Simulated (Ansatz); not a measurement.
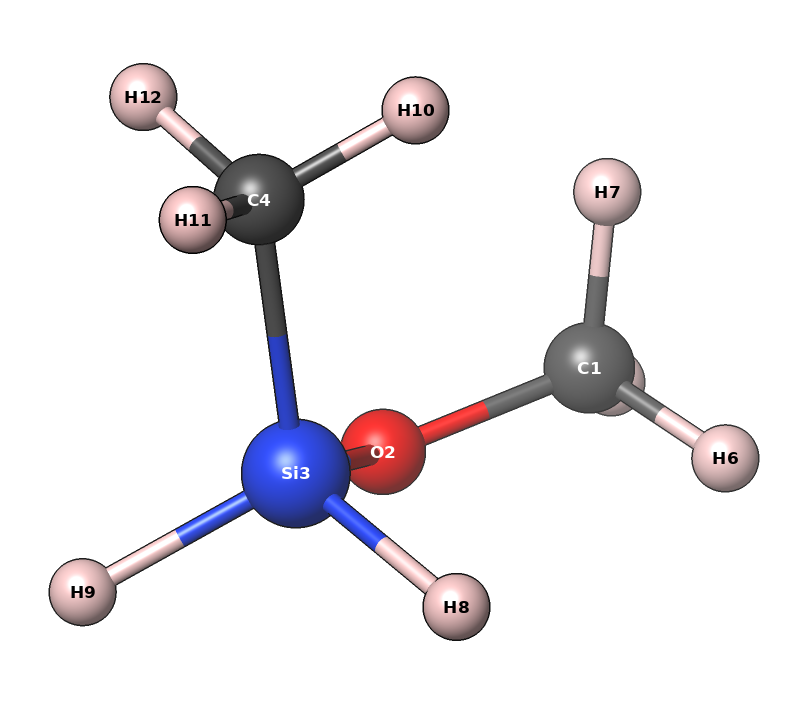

O2 lies behind Si3. The molecule seen a little off the Si3–O2 bond, Si3 in front. Depth is shown by fading: the farther an atom, the more it takes the colour of the background. Computed geometry: PBE-D4/def2-SVP optimisation. No frequency run is at hand to confirm it as a minimum.

Question: What is the torsion angle C4–Si3–O2–C1? The sign is positive where the front bond must turn clockwise to cover the back bond.

Answer: 66°, synclinal (gauche).
